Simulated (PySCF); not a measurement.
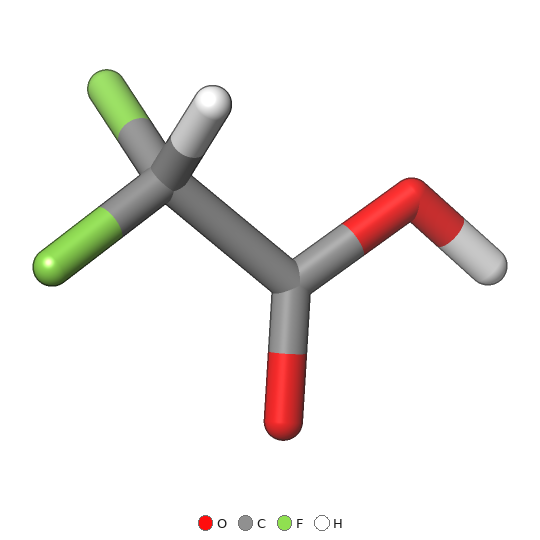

The geometry was computed by an optimisation with PBE0-D3(BJ)/def2-TZVP. No frequency run is at hand to confirm it as a minimum.

Count the atoms of each element.

C₂H₂F₂O₂, 8 atoms: 2 carbon, 2 hydrogen, 2 fluorine and 2 oxygen.

Does it have rings?

It has no ring.

Which point group does it belong to?

C1.

Give a SMILES string for it.

O=C(O)C(F)F

The parts below concern this one geometry. Atoms keep their numbers from picture to picture.

**Shape**

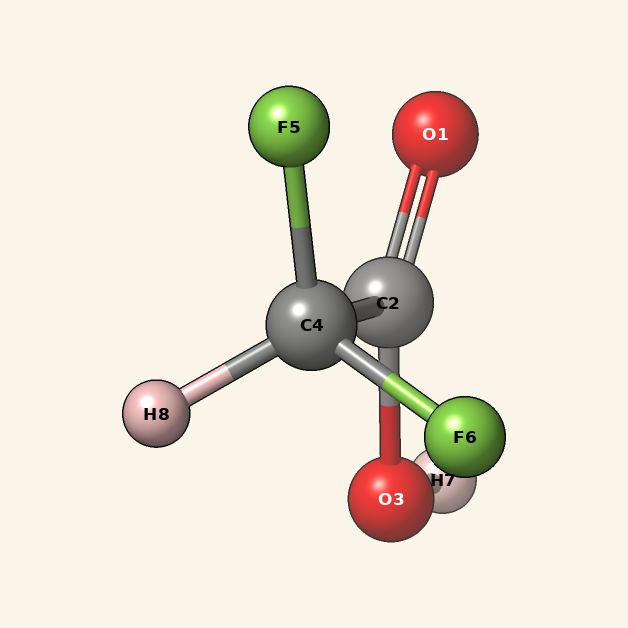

C2 lies behind C4. The molecule seen a little off the C4–C2 bond, C4 in front. Depth is shown by fading: the farther an atom, the more it takes the colour of the background. No frequency run is at hand to confirm it as a minimum.

What is the torsion angle F5–C4–C2–O3? The sign is positive where the front bond must turn clockwise to cover the back bond.

−174°, antiperiplanar (anti).

**Levels of theory compared**

No frequency run is at hand to confirm it as a minimum. Program: PySCF 2.14.0.

Compare HOMO–LUMO gap (eV), HOMO energy (eV), dipole (D) at these levels: B97-2/pcSseg-2; KT3/pcSseg-2; PBE0/pcSseg-2; WP04/pcSseg-2 in chloroform (IEF-PCM); ωB97X-D/pcSseg-2; ωB97X-D/pcSseg-2 in chloroform (IEF-PCM).

```json
{"level": "B97-2/pcSseg-2", "HOMO–LUMO gap (eV)": "7.57", "HOMO energy (eV)": "−8.56", "dipole (D)": "2.77"}
{"level": "KT3/pcSseg-2", "HOMO–LUMO gap (eV)": "5.33", "HOMO energy (eV)": "−7.32", "dipole (D)": "2.63"}
{"level": "PBE0/pcSseg-2", "HOMO–LUMO gap (eV)": "7.95", "HOMO energy (eV)": "−8.87", "dipole (D)": "2.78"}
{"level": "WP04/pcSseg-2 in chloroform (IEF-PCM)", "HOMO–LUMO gap (eV)": "6.78", "HOMO energy (eV)": "−10.02", "dipole (D)": "3.38"}
{"level": "ωB97X-D/pcSseg-2", "HOMO–LUMO gap (eV)": "11.78", "HOMO energy (eV)": "−10.79", "dipole (D)": "2.80"}
{"level": "ωB97X-D/pcSseg-2 in chloroform (IEF-PCM)", "HOMO–LUMO gap (eV)": "11.86", "HOMO energy (eV)": "−10.74", "dipole (D)": "3.32"}
```

**Quadrupole coupling**

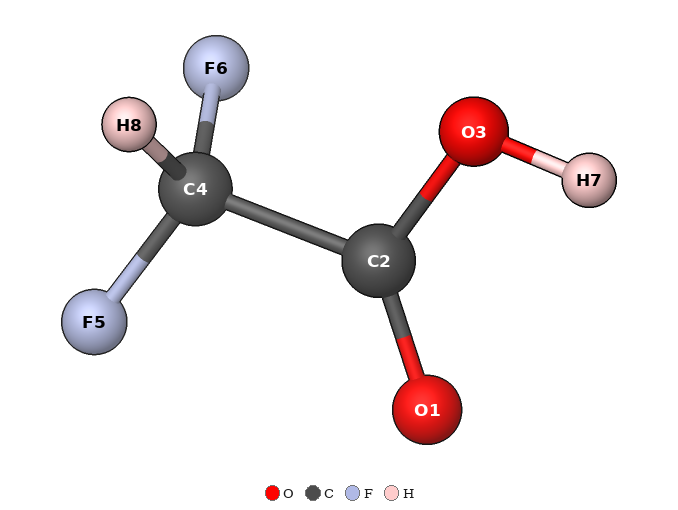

No frequency run is at hand to confirm it as a minimum. Electric field gradients from the ground-state density, PBE0/pcSseg-2 (PySCF 2.14.0), non-relativistic apart from any core potentials.

Give the largest field-gradient component, the quadrupole coupling constant and the asymmetry for 17O at O1 (Q = −25.6 mb), 17O at O3 (Q = −25.6 mb), 2H at H7 (Q = 2.86 mb), 2H at H8 (Q = 2.86 mb).

| atom | V_zz (a.u.) | e²qQ/h (MHz) | η |
| --- | --- | --- | --- |
| O1 | −1.604 | 9.65 | 0.32 |
| O3 | 1.509 | −9.08 | 0.50 |
| H7 | 0.424 | 0.285 | 0.09 |
| H8 | 0.258 | 0.173 | 0.03 |

**Bond orders**

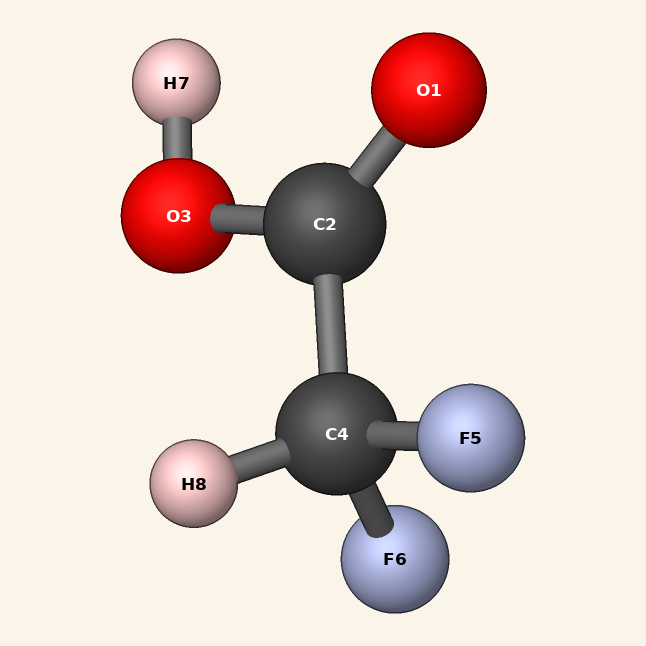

Every bond is drawn as one stick. No frequency run is at hand to confirm it as a minimum. Level of theory: PBE0/pcSseg-2 (PySCF 2.14.0).

List the Mayer bond orders of O1–C2, C2–O3, C2–C4, O3–H7, C4–F5, C4–F6, C4–H8.

| bond | Mayer order | length (Å) |
| --- | --- | --- |
| O1–C2 | 2.02 | 1.192 |
| C2–O3 | 1.15 | 1.334 |
| C2–C4 | 0.92 | 1.533 |
| O3–H7 | 0.96 | 0.968 |
| C4–F5 | 1.02 | 1.337 |
| C4–F6 | 0.98 | 1.353 |
| C4–H8 | 0.98 | 1.095 |
